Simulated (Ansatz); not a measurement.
```yaml
atoms:
  - { symbol: Zr, position_ang: [0.1095, 0.0254, 0.0249] }
  - { symbol: S, position_ang: [2.5132, 0.6226, 0.6247] }
  - { symbol: S, position_ang: [-1.8952, 0.7795, 0.9544] }
  - { symbol: S, position_ang: [-0.7275, -1.4274, -1.6040] }
```

Geometry: PBE0-D4/def2-SVPD; core potentials replace the inner electrons of Zr.

Theory: Ansatz, UKS PBE0-D4/def2-TZVPD.

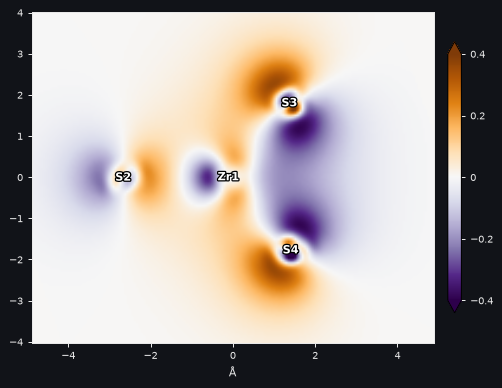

S3Zr (charge −1, quartet). The HOMO (β) on the molecular plane (values in Å⁻³ᐟ²; the overall sign is arbitrary).

What is the character of this orbital?

Answer. Its weight (Hirshfeld) is mainly on S4 (about 35 %), S3 (about 35 %), Zr1 (about 20 %) and S2 (about 10 %); it is symmetric in the molecular plane (an in-plane orbital: σ, lone-pair or in-plane π type); largely a combination of lone pairs on S4, S3 and S2. Its energy is −2.86 eV.
